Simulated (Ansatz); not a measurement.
The Ansatz input:

```
crystal:
  lattice:
    - [6.592753, 0.522828, -0.03718]
    - [0.554571, 6.944158, -0.486673]
    - [-0.018393, -0.427974, 6.793679]
  atoms:
    - { symbol: Ru, position: [0.3708835406, 0.3251899574, 0.0085746477] }
    - { symbol: Ru, position: [0.6306881832, 0.4067990589, 0.2888398904] }
    - { symbol: Ru, position: [0.8707990054, 0.6564460818, 0.2759526077] }
    - { symbol: Ru, position: [0.7375555555, 0.2771743338, 0.8873067792] }
    - { symbol: Ru, position: [0.6251845405, 0.0339109688, 0.1283381421] }
    - { symbol: Ru, position: [0.2883039529, 0.1216356359, 0.3865933506] }
    - { symbol: Ru, position: [0.9091271441, 0.8784153831, 0.8390519345] }
    - { symbol: Ru, position: [0.118564108, 0.1423127943, 0.7483766214] }
    - { symbol: Ru, position: [0.7782520472, 0.1426623048, 0.5106308691] }
    - { symbol: Ru, position: [0.0219511526, 0.2900919861, 0.156798402] }
    - { symbol: Ru, position: [0.000337526, 0.5150727526, 0.8815773341] }
    - { symbol: Ru, position: [0.5944335198, 0.6478836693, 0.0058704472] }
    - { symbol: Ru, position: [0.6836174499, 0.6073034974, 0.6403137702] }
    - { symbol: Ru, position: [0.5197139893, 0.0038868082, 0.7344288027] }
    - { symbol: Ru, position: [0.423494909, 0.3623371721, 0.6428264562] }
    - { symbol: Ni, position: [0.2950594034, 0.7144143327, 0.7509490807] }
    - { symbol: Ni, position: [0.0080075634, 0.3987474552, 0.5227624157] }
    - { symbol: Ni, position: [0.9839879635, 0.965688199, 0.203570314] }
    - { symbol: Ni, position: [0.2219872012, 0.688220941, 0.1044644562] }
    - { symbol: Ni, position: [0.1116410822, 0.8419755111, 0.490287872] }
    - { symbol: Co, position: [0.2864326546, 0.9818773818, 0.0249818375] }
    - { symbol: Co, position: [0.2595168411, 0.4987323767, 0.3536741647] }
    - { symbol: Co, position: [0.4914455278, 0.7831515702, 0.3672756112] }
    - { symbol: B, position: [0.7724920897, 0.8509857363, 0.5301747284] }
basis:
  ecutwfc: 420
kpoints:
  mp_grid: { grid: [4, 4, 4] }
hamiltonian:
  xc: pbe
scf:
  occupations: { method: gaussian, width: 0.1 }
  n_extra_bands: 12
output:
  forces: true
  stress: true
  eigenvalues: true
  populations: true
  dos:
    method: { smearing: { sigma: 0.1, scheme: gaussian } }
    projected: true
    de: 0.02
  write_density: true
  write_potential: true
  elf: true
  volumetric_format: npy
```

Run as:
```bash
ansatz run input.yaml --threads 2 --pin off --max-ram 5120MiB --backend cpu --events-out ev --progress --plain --runs-dir out
```

What does the calculation give for the electronic structure?

It is a metal. The density of states at the Fermi level is about 32 per eV and cell (mean within 0.25 eV), or 1.3 per atom. By projected weight, the states within 0.3 eV of the Fermi level are Ru 4d (55 %), Ni 3d (20 %) and Co 3d (20 %). Over the range shown, the centre of the Ni 3d weight lies 2.0 eV below the Fermi level, and about 90 % of the shell is filled.

The run has no spin polarisation, so a magnetic state may lie lower.

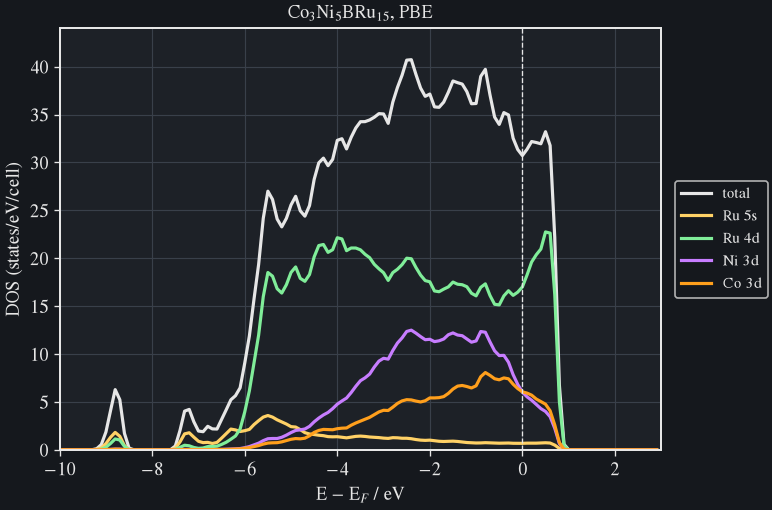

Density of states. Energies are counted from the Fermi level. The partial curves are projected on Löwdin-orthogonalised atomic shells.
